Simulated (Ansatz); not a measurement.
## Geometry relaxation of AlH4BrO

The run: geometry relaxation of AlH4BrO. Method and program: RKS PBE0-D4/def2-SVP (Ansatz 0.2.0).

The input holds or restrains some coordinates. Figures and captions count atoms from 1; the log counts them from 0 in places.

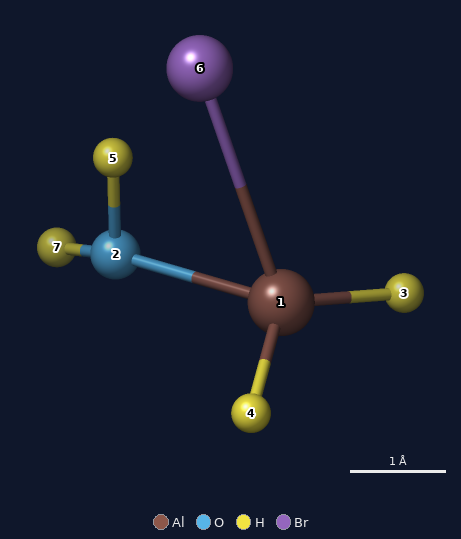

The starting structure (ball-and-stick view, seen at a tilt; atoms are numbered from 1 in the order of the input). Sticks mark near contacts.

### The input
```yaml
crystal:
  periodic: [false, false, false]
  atoms:
    - {symbol: Al, position_ang: [-0.864400, -0.456800, -0.408000]}
    - {symbol: O, position_ang: [1.052500, 0.578800, -0.388900]}
    - {symbol: H, position_ang: [-0.718500, -1.905100, -0.881300]}
    - {symbol: H, position_ang: [-1.973500, 0.478400, -0.891500]}
    - {symbol: H, position_ang: [0.885200, 0.530400, 0.867900]}
    - {symbol: Br, position_ang: [-0.309200, -0.109000, 2.327200]}
    - {symbol: H, position_ang: [1.927900, 0.883300, -0.625300]}
basis:
  gaussian: {orbitals: def2-SVP}
hamiltonian: {xc: pbe0, dispersion: d4}
relax: {f_tol: 0.08, max_steps: 120, escape_saddle: false, constraints: [{distance: [0, 5]}, {distance: [1, 4]}, {distance: [0, 1]}, {distance: [4, 5]}]}
```

Machine: 2 threads of Arm Neoverse V1, 23 GiB of memory available, shared host.

Run as:
```bash
ansatz run in.yaml --threads 2 --pin off --events-out ev --progress --plain --max-ram 4352MiB
```

### Log
```
Functional definition: PBE0
  name "PBE0"
  cite "Adamo & Barone, J. Chem. Phys. 110, 6158 (1999) doi:10.1063/1.478522"
  cite "Perdew, Burke & Ernzerhof, Phys. Rev. Lett. 77, 3865 (1996) doi:10.1103/PhysRevLett.77.3865"
  parent pbe
  parameter a = 0.25
  parameter kappa = 0.804
  parameter beta = 0.06672455060314922
  exchange = (1 - a)*pbe_x(kappa = kappa, mu = beta*pi^2/3) + a*exact_x
  correlation = pbe_c(beta = beta)
861 factors; integrals over basis functions are off by at most 4.1e-4 eV
mean field evaluation 1: about -78727.1364 eV, gradient 4.2e1 eV
mean field evaluation 2: about -78721.2390 eV, gradient 7.0e1 eV
mean field evaluation 4: about -78730.3648 eV, gradient 2.9e0 eV
mean field evaluation 8: about -78730.3908 eV, gradient 4.0e-2 eV
mean field -78730.39078550 eV, -2893.2884959914 hartree, gradient 6.7e-5 eV, S^2 0.000000; 0 other end points of the search recorded, 0 dependent functions left out
the calculation of the forces begins
reference -78730.39081389 eV, -2893.2884970350 hartree; 30, 30 occupied and 54, 54 virtual orbitals, 861 factors
relax step   1: F+E_penalty+E_count = -78730.48798105 eV  Δ(F+E_penalty+E_count) = +0.000e0 eV  max|allowed force component| = 6.859e-1 eV/Å  Δτ_max = 0.0000 Å  (23 SCF iters, accepted)
  distance Al 0 - Br 5 held at 2.812567 Å   reaction = +1.4172e0 eV/Å
  distance O 1 - H 4 held at 1.268810 Å   reaction = +3.7712e0 eV/Å
  distance Al 0 - O 1 held at 2.178839 Å   reaction = +2.0587e0 eV/Å
  distance H 4 - Br 5 held at 1.991226 Å   reaction = +6.4361e-1 eV/Å
these checks for a lower state are left out or cut short: starts, cluster_reference, orbital_swaps, neighbouring_geometries, increment
861 factors; integrals over basis functions are off by at most 4.5e-4 eV
mean field evaluation 16: about -78730.3766 eV, gradient 6.5e0 eV
mean field -78730.49247106 eV, -2893.2922328671 hartree, gradient 2.5e-5 eV, S^2 0.000000; 0 other end points of the search recorded, 0 dependent functions left out
the calculation of the forces begins
reference -78730.49249934 eV, -2893.2922339061 hartree; 30, 30 occupied and 54, 54 virtual orbitals, 861 factors
relax step   2: F+E_penalty+E_count = -78730.59047901 eV  Δ(F+E_penalty+E_count) = -1.025e-1 eV  max|allowed force component| = 4.360e-1 eV/Å  Δτ_max = 0.1202 Å  (26 SCF iters, accepted)
  distance Al 0 - Br 5 held at 2.812567 Å   reaction = +1.4331e0 eV/Å
  distance O 1 - H 4 held at 1.268810 Å   reaction = +3.6196e0 eV/Å
  distance Al 0 - O 1 held at 2.178839 Å   reaction = +1.4655e0 eV/Å
  distance H 4 - Br 5 held at 1.991226 Å   reaction = +5.4420e-1 eV/Å
these checks for a lower state are left out or cut short: starts, cluster_reference, orbital_swaps, neighbouring_geometries, increment
861 factors; integrals over basis functions are off by at most 4.5e-4 eV
mean field -78730.53610126 eV, -2893.2938362471 hartree, gradient 1.5e-5 eV, S^2 0.000000; 0 other end points of the search recorded, 0 dependent functions left out
the calculation of the forces begins
reference -78730.53612935 eV, -2893.2938372795 hartree; 30, 30 occupied and 54, 54 virtual orbitals, 861 factors
relax step   3: F+E_penalty+E_count = -78730.63389378 eV  Δ(F+E_penalty+E_count) = -4.341e-2 eV  max|allowed force component| = 1.026e0 eV/Å  Δτ_max = 0.1025 Å  (27 SCF iters, accepted)
  distance Al 0 - Br 5 held at 2.812567 Å   reaction = +1.4406e0 eV/Å
  distance O 1 - H 4 held at 1.268810 Å   reaction = +3.3465e0 eV/Å
  distance Al 0 - O 1 held at 2.178839 Å   reaction = +1.2303e0 eV/Å
  distance H 4 - Br 5 held at 1.991226 Å   reaction = +4.5573e-1 eV/Å
these checks for a lower state are left out or cut short: starts, cluster_reference, orbital_swaps, neighbouring_geometries, increment
861 factors; integrals over basis functions are off by at most 4.4e-4 eV
mean field evaluation 32: about -78730.4974 eV, gradient 3.5e-3 eV
mean field -78730.50464246 eV, -2893.2926801578 hartree, gradient 6.3e-6 eV, S^2 0.000000; 0 other end points of the search recorded, 0 dependent functions left out
the calculation of the forces begins
reference -78730.50467045 eV, -2893.2926811861 hartree; 30, 30 occupied and 54, 54 virtual orbitals, 861 factors
relax step   4: F+E_penalty+E_count = -78730.60247968 eV  Δ(F+E_penalty+E_count) = +3.141e-2 eV  max|allowed force component| = 3.045e0 eV/Å  Δτ_max = 0.1950 Å  (32 SCF iters, rejected (line search))
  distance Al 0 - Br 5 held at 2.812567 Å   reaction = +1.5393e0 eV/Å
  distance O 1 - H 4 held at 1.268810 Å   reaction = +2.7703e0 eV/Å
  distance Al 0 - O 1 held at 2.178839 Å   reaction = +6.2377e-1 eV/Å
  distance H 4 - Br 5 held at 1.991226 Å   reaction = +2.6800e-1 eV/Å
these checks for a lower state are left out or cut short: starts, cluster_reference, orbital_swaps, neighbouring_geometries, increment
861 factors; integrals over basis functions are off by at most 4.4e-4 eV
mean field -78730.60448579 eV, -2893.2963493325 hartree, gradient 6.7e-6 eV, S^2 0.000000; 0 other end points of the search recorded, 0 dependent functions left out
the calculation of the forces begins
reference -78730.60451370 eV, -2893.2963503580 hartree; 30, 30 occupied and 54, 54 virtual orbitals, 861 factors
relax step   5: F+E_penalty+E_count = -78730.70240969 eV  Δ(F+E_penalty+E_count) = -6.852e-2 eV  max|allowed force component| = 6.019e-1 eV/Å  Δτ_max = 0.0975 Å  (28 SCF iters, accepted)
  distance Al 0 - Br 5 held at 2.812567 Å   reaction = +1.4229e0 eV/Å
  distance O 1 - H 4 held at 1.268810 Å   reaction = +3.2883e0 eV/Å
  distance Al 0 - O 1 held at 2.178839 Å   reaction = +1.4460e0 eV/Å
  distance H 4 - Br 5 held at 1.991226 Å   reaction = +4.8828e-1 eV/Å
these checks for a lower state are left out or cut short: starts, cluster_reference, orbital_swaps, neighbouring_geometries, increment
861 factors; integrals over basis functions are off by at most 4.3e-4 eV
mean field -78730.64851378 eV, -2893.2979673313 hartree, gradient 8.6e-5 eV, S^2 0.000000; 0 other end points of the search recorded, 0 dependent functions left out
the calculation of the forces begins
reference -78730.64854156 eV, -2893.2979683520 hartree; 30, 30 occupied and 54, 54 virtual orbitals, 861 factors
relax step   6: F+E_penalty+E_count = -78730.74659862 eV  Δ(F+E_penalty+E_count) = -4.419e-2 eV  max|allowed force component| = 4.543e-1 eV/Å  Δτ_max = 0.1000 Å  (23 SCF iters, accepted)
  distance Al 0 - Br 5 held at 2.812567 Å   reaction = +1.4060e0 eV/Å
  distance O 1 - H 4 held at 1.268810 Å   reaction = +3.2957e0 eV/Å
  distance Al 0 - O 1 held at 2.178839 Å   reaction = +1.5063e0 eV/Å
  distance H 4 - Br 5 held at 1.991226 Å   reaction = +5.1119e-1 eV/Å
these checks for a lower state are left out or cut short: starts, cluster_reference, orbital_swaps, neighbouring_geometries, increment
861 factors; integrals over basis functions are off by at most 4.0e-4 eV
mean field -78730.68934569 eV, -2893.2994678761 hartree, gradient 8.4e-6 eV, S^2 0.000000; 0 other end points of the search recorded, 0 dependent functions left out
the calculation of the forces begins
reference -78730.68937326 eV, -2893.2994688894 hartree; 30, 30 occupied and 54, 54 virtual orbitals, 861 factors
relax step   7: F+E_penalty+E_count = -78730.78765732 eV  Δ(F+E_penalty+E_count) = -4.106e-2 eV  max|allowed force component| = 2.351e-1 eV/Å  Δτ_max = 0.1500 Å  (28 SCF iters, accepted)
  distance Al 0 - Br 5 held at 2.812567 Å   reaction = +1.3802e0 eV/Å
  distance O 1 - H 4 held at 1.268810 Å   reaction = +3.2991e0 eV/Å
  distance Al 0 - O 1 held at 2.178839 Å   reaction = +1.5706e0 eV/Å
  distance H 4 - Br 5 held at 1.991226 Å   reaction = +5.5617e-1 eV/Å
these checks for a lower state are left out or cut short: starts, cluster_reference, orbital_swaps, neighbouring_geometries, increment
861 factors; integrals over basis functions are off by at most 3.8e-4 eV
mean field -78730.69778915 eV, -2893.2997781675 hartree, gradient 5.7e-5 eV, S^2 0.000000; 0 other end points of the search recorded, 0 dependent functions left out
the calculation of the forces begins
reference -78730.69781659 eV, -2893.2997791759 hartree; 30, 30 occupied and 54, 54 virtual orbitals, 861 factors
relax step   8: F+E_penalty+E_count = -78730.79627907 eV  Δ(F+E_penalty+E_count) = -8.622e-3 eV  max|allowed force component| = 2.317e-2 eV/Å  Δτ_max = 0.0898 Å  (24 SCF iters, accepted)
  distance Al 0 - Br 5 held at 2.812567 Å   reaction = +1.3607e0 eV/Å
  distance O 1 - H 4 held at 1.268810 Å   reaction = +3.3212e0 eV/Å
  distance Al 0 - O 1 held at 2.178839 Å   reaction = +1.6442e0 eV/Å
  distance H 4 - Br 5 held at 1.991226 Å   reaction = +5.6740e-1 eV/Å
861 factors; integrals over basis functions are off by at most 3.8e-4 eV
mean field evaluation 64: about -78727.5895 eV, gradient 4.1e1 eV
```

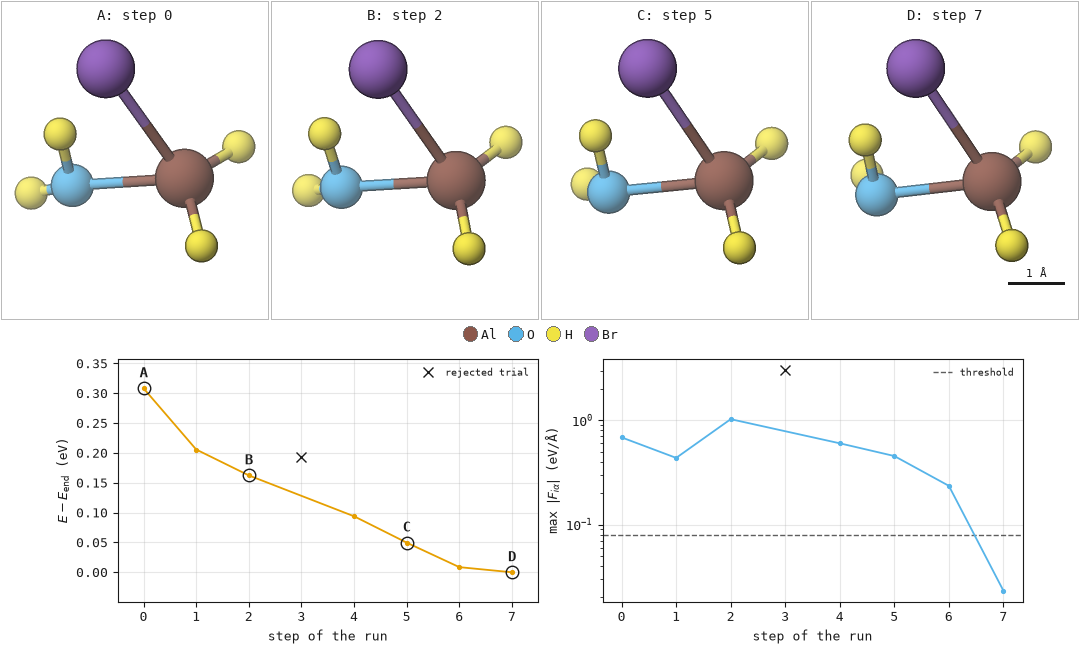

Frames of the restrained relaxation (ball-and-stick view, seen at a tilt) above the curves, on which the letters mark them (the first geometry is step 0 here and step 1 in the log).

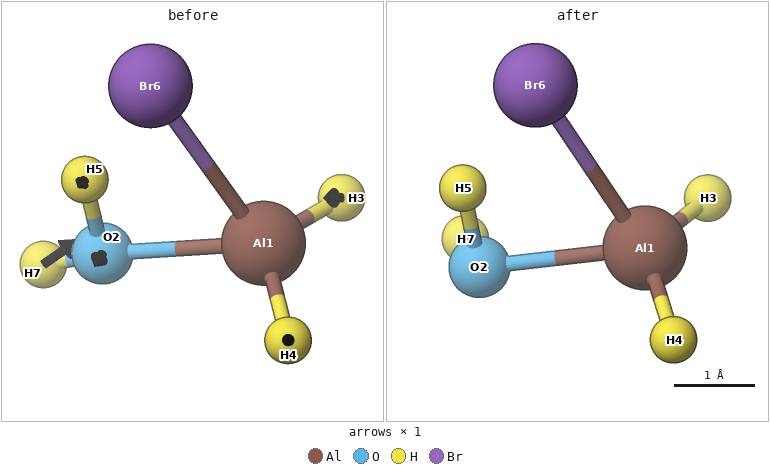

Before (left) and after (right) the restrained relaxation, at one scale (ball-and-stick view, seen at a tilt). The black arrows give the displacements, at true length. The energy falls by 0.308 eV in 7 geometry steps. The largest force component goes from 0.69 to 0.023 eV/Å. The line search rejected the trial step at point 3 (counted from 0) and went back. H7 moves most after the best rigid fit: 0.58 Å. Largest moves by element: H 0.58 Å, O 0.26 Å, Al 0.08 Å, Br 0.07 Å. Among the contacts that change: Al1–H3 1.531 → 1.576 Å, Al1–H4 1.529 → 1.571 Å, O2–H7 0.957 → 0.968 Å. Among the angles that change: Al1–O2–H7 162.6° → 113.1°, H3–Al1–H4 123.4° → 132.1°, H5–O2–H7 112.2° → 103.6°. (Atoms are counted from 1 in the order of the input.)

```
mean field -78730.69778915 eV, -2893.2997781675 hartree, gradient 5.7e-5 eV, S^2 0.000000; 1 other end points of the search recorded, 0 dependent functions left out
the calculation of the forces begins
reference -78730.69781659 eV, -2893.2997791759 hartree; 30, 30 occupied and 54, 54 virtual orbitals, 861 factors
Total energy: -78730.79630651 eV, -2893.3033986139 hartree
Atom 0 at    -0.839820    -0.394638    -0.449084 Å, force     1.638516     1.038746     1.378290 eV/Å
Atom 1 at     0.964313     0.824985    -0.378634 Å, force    -1.665364    -1.247429     3.232752 eV/Å
Atom 2 at    -0.422865    -1.832916    -0.940814 Å, force     0.004851     0.015571     0.002160 eV/Å
Atom 3 at    -2.055258     0.531061    -0.814279 Å, force     0.004575    -0.006260     0.005305 eV/Å
Atom 4 at     0.851907     0.694891     0.878474 Å, force    -0.031341     0.103451    -2.892790 eV/Å
Atom 5 at    -0.265615    -0.150203     2.293373 Å, force     0.043225     0.119092    -1.731986 eV/Å
Atom 6 at     1.767337     0.326820    -0.588936 Å, force     0.005538    -0.023170     0.006269 eV/Å
Dipole moment:     0.311956    -0.100721    -0.537089 e Å
```

### Trajectory as extended XYZ (Å, eV, eV/Å), 8 frames, from step=1 to step=8
```
7
Properties=species:S:1:pos:R:3:forces:R:3 step=1 energy=-78730.48798
Al   -0.8644   -0.4568   -0.4080    1.9965   1.0183   1.3283
O     1.0525    0.5788   -0.3889   -2.5669  -0.9593   3.9062
H    -0.7185   -1.9051   -0.8813    0.2607  -0.6859  -0.0396
H    -1.9735    0.4784   -0.8915   -0.4215   0.6083  -0.0644
H     0.8852    0.5304    0.8679    0.4260   0.0724  -2.9999
Br   -0.3092   -0.1090    2.3272    0.0662   0.0130  -1.9438
H     1.9279    0.8833   -0.6253    0.2390  -0.0668  -0.1868
7
Properties=species:S:1:pos:R:3:forces:R:3 step=2 energy=-78730.59048
Al   -0.8940   -0.4707   -0.4689    1.9450   1.0097   1.5632
O     1.0049    0.5894   -0.3361   -1.0849  -0.4306   3.5058
H    -0.6443   -1.9729   -0.8537   -0.0046  -0.0077  -0.0572
H    -1.9974    0.5680   -0.8717   -0.0309   0.0047  -0.0689
H     0.9722    0.5827    0.9323   -0.4370  -0.2974  -3.2917
Br   -0.3271   -0.1261    2.2643    0.0484   0.0142  -1.5774
H     1.8857    0.8295   -0.6662   -0.4360  -0.2928  -0.0739
7
Properties=species:S:1:pos:R:3:forces:R:3 step=3 energy=-78730.63389
Al   -0.8877   -0.4588   -0.4533    1.8858   0.9638   1.4045
O     0.9790    0.6595   -0.3413   -0.6725  -0.5444   3.1498
H    -0.6047   -1.9584   -0.8616   -0.0337   0.0972  -0.0084
H    -2.0034    0.5722   -0.8736    0.0351  -0.0796   0.0054
H     0.9299    0.6064    0.9254   -0.2335  -0.1581  -3.1959
Br   -0.3150   -0.1500    2.2830    0.0450   0.0694  -1.6575
H     1.9018    0.7291   -0.6784   -1.0261  -0.3483   0.3020
7
Properties=species:S:1:pos:R:3:forces:R:3 step=4 energy=-78730.60248 accepted=F
Al   -0.8562   -0.4409   -0.4452    1.6165   1.0912   1.3492
O     0.9324    0.7995   -0.3480    1.4611  -1.9403   2.2372
H    -0.5512   -1.9304   -0.8868    0.0407   0.1373   0.0199
H    -2.0054    0.5606   -0.8582    0.0478  -0.1150   0.0391
H     0.8778    0.6493    0.9107   -0.1819   0.1306  -3.0022
Br   -0.2918   -0.1725    2.2971    0.0605   0.0902  -1.7014
H     1.8945    0.5344   -0.6697   -3.0448   0.6060   1.0582
7
Properties=species:S:1:pos:R:3:forces:R:3 step=5 energy=-78730.70241
Al   -0.8636   -0.4480   -0.4547    1.7491   1.0730   1.4483
O     0.9618    0.7362   -0.3406   -1.0519  -0.9871   3.0911
H    -0.5819   -1.9425   -0.8662    0.0404   0.0436  -0.0274
H    -1.9950    0.5633   -0.8684    0.0010  -0.0488  -0.0062
H     0.9157    0.6137    0.9215   -0.2289   0.0536  -3.0702
Br   -0.3098   -0.1588    2.2876    0.0922   0.0767  -1.6883
H     1.8728    0.6360   -0.6791   -0.6019  -0.2109   0.2527
7
Properties=species:S:1:pos:R:3:forces:R:3 step=6 energy=-78730.74660
Al   -0.8593   -0.4327   -0.4497    1.7358   1.0789   1.4203
O     0.9509    0.7760   -0.3521   -1.1520  -1.1660   3.1321
H    -0.5316   -1.9122   -0.8786    0.0234   0.0252  -0.0243
H    -2.0058    0.5605   -0.8608   -0.0187  -0.0431   0.0063
H     0.8951    0.6295    0.9070   -0.2068   0.1364  -3.0090
Br   -0.2954   -0.1630    2.2925    0.0727   0.0888  -1.7044
H     1.8461    0.5419   -0.6582   -0.4543  -0.1201   0.1790
7
Properties=species:S:1:pos:R:3:forces:R:3 step=7 energy=-78730.78766
Al   -0.8433   -0.4068   -0.4499    1.6425   1.0449   1.3956
O     0.9573    0.8176   -0.3716   -1.3989  -1.3488   3.1846
H    -0.4674   -1.8648   -0.9139    0.0295   0.0228  -0.0118
H    -2.0367    0.5407   -0.8301   -0.0044  -0.0084   0.0022
H     0.8639    0.6649    0.8845   -0.1002   0.1830  -2.8996
Br   -0.2777   -0.1570    2.2938    0.0666   0.1086  -1.7353
H     1.8038    0.4054   -0.6127   -0.2351  -0.0022   0.0643
7
Properties=species:S:1:pos:R:3:forces:R:3 step=8 energy=-78730.79628
Al   -0.8398   -0.3946   -0.4491    1.6385   1.0387   1.3783
O     0.9643    0.8250   -0.3786   -1.6654  -1.2474   3.2328
H    -0.4229   -1.8329   -0.9408    0.0049   0.0156   0.0022
H    -2.0553    0.5311   -0.8143    0.0046  -0.0063   0.0053
H     0.8519    0.6949    0.8785   -0.0313   0.1035  -2.8928
Br   -0.2656   -0.1502    2.2934    0.0432   0.1191  -1.7320
H     1.7673    0.3268   -0.5889    0.0055  -0.0232   0.0063
```

### Summary

| quantity | value |
| --- | --- |
| outcome | converged under the restraints of the input |
| total energy | −78730.7963 eV |
| mean-field energy | −78730.6978 eV |
| dispersion energy | −0.0985 eV |
| SCF solution under orbital rotations | stable |
| largest force (length of the vector) at the end, held atoms and coordinates included | 3.845 eV/Å |
| dipole moment | 3.02 D |
| wall time | 16 s (CPU time 29 s) |
| peak memory | 0.17 GiB |
